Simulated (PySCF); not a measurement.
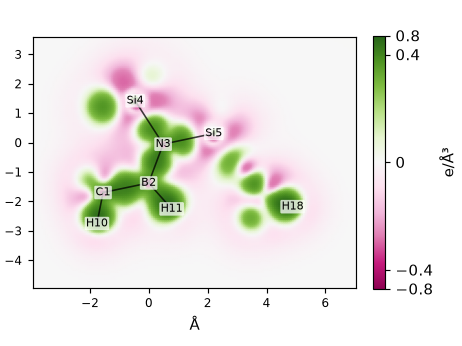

C₂H₁₂BN₂Si₂, doublet, SMILES `CBN([SiH3])[SiH]NC`. Deformation density (molecule less spherical, spin-averaged free atoms) in a plane through 8 of the atoms; colour scale in e/Å³, logarithmic beyond ±0.1; green: gain, pink: loss.

Level of theory: BP86/def2-SVP (PySCF), at a geometry from GFN2-xTB. No frequency check shows the geometry to be a minimum. The stability of the open-shell solution wasn't checked. GFN2-xTB doesn't know the spin state, so this open-shell geometry is rough.

**Describe the bonding that the map shows.**

C1–H10: +0.61 e/Å³ at the bond critical point (bond length 1.09 Å, Mayer order 1.0). B2–H11: +0.41 e/Å³ at the bond critical point (bond length 1.18 Å, Mayer order 0.9). C1–B2: +0.39 e/Å³ at the bond critical point (bond length 1.58 Å, Mayer order 1.1). B2–N3: +0.33 e/Å³ at the bond critical point (bond length 1.41 Å, Mayer order 1.4). N3–Si4: +0.07 e/Å³ at the bond critical point (bond length 1.75 Å, Mayer order 1.0); up to 0.6 Å beside the axis the gain reaches +0.33 e/Å³. N3–Si5: +0.07 e/Å³ at the bond critical point (bond length 1.77 Å, Mayer order 0.9); up to 0.6 Å beside the axis the gain reaches +0.33 e/Å³. In all, 4.0 electrons gather in the regions of gain relative to the promolecule. A small or negative value marks a very polar bond, one between electron-rich atoms, whose free-atom densities already overlap strongly, a long bond to a heavier atom, or a closed-shell contact such as a hydrogen bond.

**Where do the Hirshfeld charges lie?**

The highest Hirshfeld charge is on Si4 (+0.33 e), the lowest on N3 (−0.25 e).
